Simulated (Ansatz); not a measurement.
The calculation's input:

```
crystal:
  periodic: [false, false, false]
  atoms:
    - {symbol: C, position_ang: [-0.127780, 0.633516, 1.206096]}
    - {symbol: Se, position_ang: [-1.239795, 0.111846, -0.305454]}
    - {symbol: B, position_ang: [0.052465, -0.735993, -1.437512]}
    - {symbol: Cl, position_ang: [1.740623, -0.882797, -1.006966]}
    - {symbol: Cl, position_ang: [-0.507197, -1.382924, -2.962423]}
    - {symbol: H, position_ang: [0.313948, -0.249385, 1.661127]}
    - {symbol: H, position_ang: [-0.788071, 1.129729, 1.914957]}
    - {symbol: H, position_ang: [0.647908, 1.319009, 0.874275]}
basis:
  gaussian: {orbitals: def2-TZVPP}
hamiltonian: {xc: pbe0, dispersion: d4}
output: {orbitals: {seedname: orbitals}}
```

Run with:

```sh
ansatz run in.yaml --threads 4 --pin off --events-out ev --progress --plain --max-ram 10444MiB
```

Geometry: PBE0-D4/def2-TZVP.

Method: RKS PBE0-D4/def2-TZVPP (Ansatz).

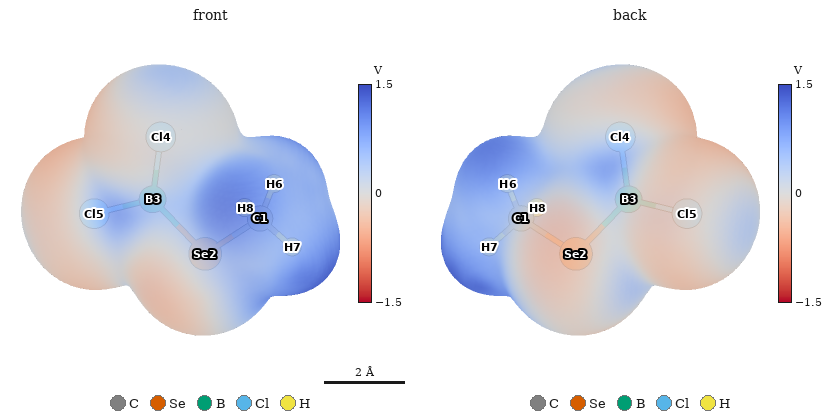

CH$_{3}$BCl$_{2}$Se (SMILES C[Se]B(Cl)Cl). The molecular electrostatic potential painted on the density surface at 0.002 e/bohr³, seen from the front and from behind; the colour scale runs from red (negative) to blue (positive).

Question: Describe the electrostatic potential map.

Answer: The most negative region (about −0.4 V) lies over Se2, Cl4 and Cl5, the most positive (about +1.3 V) over H7. Cl4 shows a σ-hole: about +0.5 V at the tip opposite its bond, against about 0.0 V on its flanks. Cl5 shows a σ-hole: about +0.4 V at the tip opposite its bond, against about −0.3 V on its flanks.
